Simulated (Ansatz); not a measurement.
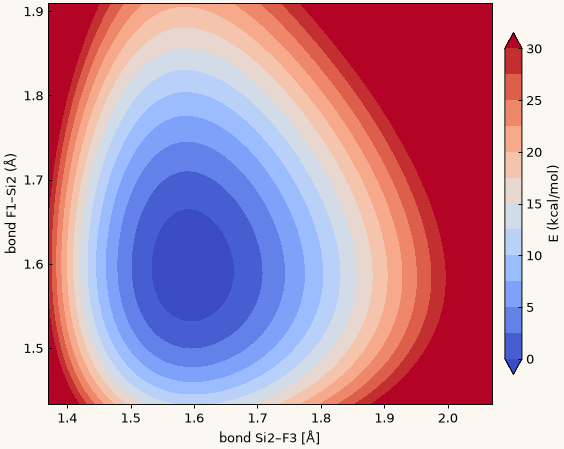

Energy landscape of F2HSi, SMILES F[SiH]F, spin multiplicity 2. 
- Two internal coordinates are moved rigidly from the geometry relaxed at PBE0-D4/def2-TZVP, all others fixed.
- The first coordinate is: bond Si2–F3; the second: bond F1–Si2.
- Grid: 7 × 7 points.
- Energies are in kcal/mol, from the lowest grid point.
- These are results of UKS r2SCAN-D4/def2-TZVPP (Ansatz), not measurements.

The picture shows filled contours, one colour for all values above the top of the scale. Between grid points the surface is interpolated. 

Question: Summarise what can be read from the map.

Answer: The lowest grid point is at bond Si2–F3 = 1.653 Å, bond F1–Si2 = 1.627 Å. The bottom of the well lies between grid points, at about bond Si2–F3 = 1.594 Å, bond F1–Si2 = 1.594 Å, about 1.8 kcal/mol lower on the interpolated surface. It is the only kind of minimum in the scanned range. The highest grid point, bond Si2–F3 = 2.069 Å, bond F1–Si2 = 1.910 Å, lies 62.1 kcal/mol above the lowest. Round the minimum the contours are nearly round: the two directions are equally stiff and uncoupled.

The input of one point:

```yaml
crystal:
  periodic: [false, false, false]
  atoms:
    - {symbol: F, position_ang: [1.274383, 0.625472, -0.411721]}
    - {symbol: Si, position_ang: [-0.056384, -0.305469, -0.314060]}
    - {symbol: F, position_ang: [-1.268395, 0.637439, -0.248315]}
    - {symbol: H, position_ang: [0.007128, -1.051520, 0.978098]}
basis:
  gaussian: {orbitals: def2-TZVPP}
magnetization: {spin_polarized: true, initial_magnetization: 1}
hamiltonian: {xc: r2scan, dispersion: d4}
```
